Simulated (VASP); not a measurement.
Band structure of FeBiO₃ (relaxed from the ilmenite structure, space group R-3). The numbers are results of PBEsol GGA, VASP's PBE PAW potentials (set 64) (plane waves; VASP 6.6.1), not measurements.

The moments were started parallel, and other spin orders were not tried in this run. Unless said otherwise, spin-orbit coupling is left out, though it shifts the bands of the heavy elements here.

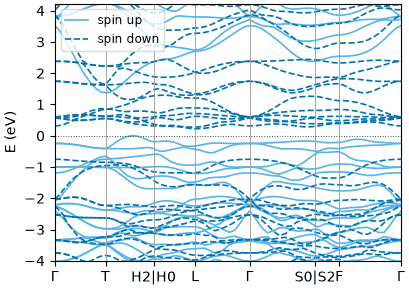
Figure: Bands along high-symmetry lines, zero at the valence-band maximum or, without a gap, the Fermi level

Q: Read the plot: is there a gap, and where are the band edges?

A: The gap is indirect, 0.22 eV, from the valence maximum at T-H2 at 0.55 to the conduction minimum at L. (Edges off the drawn lines would not show.)

The structure was generated: FeBiO3 was put into the ilmenite type (R-3), which need not be its known phase. It was relaxed first.
